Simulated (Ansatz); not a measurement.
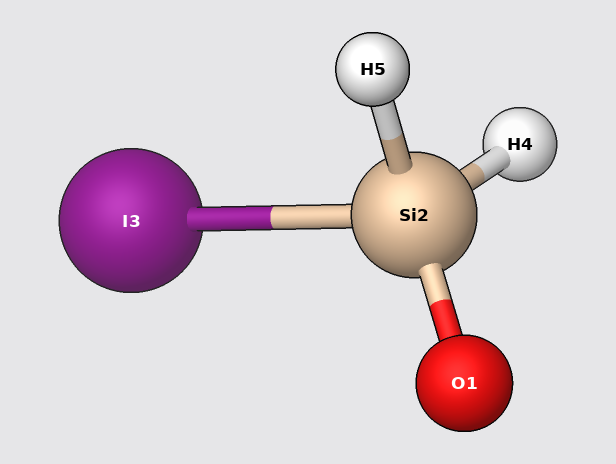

The atoms are numbered. Charge −1, singlet. Computed geometry: PBE0-D4/def2-TZVPD optimisation. No frequency run is at hand to confirm it as a minimum.

### How are the neighbours of atom 2 arranged?

Si2 has 4 neighbours (O1 at 1.54, I3 at 2.62, H4 at 1.51, H5 at 1.51 Å); the arrangement is tetrahedral.
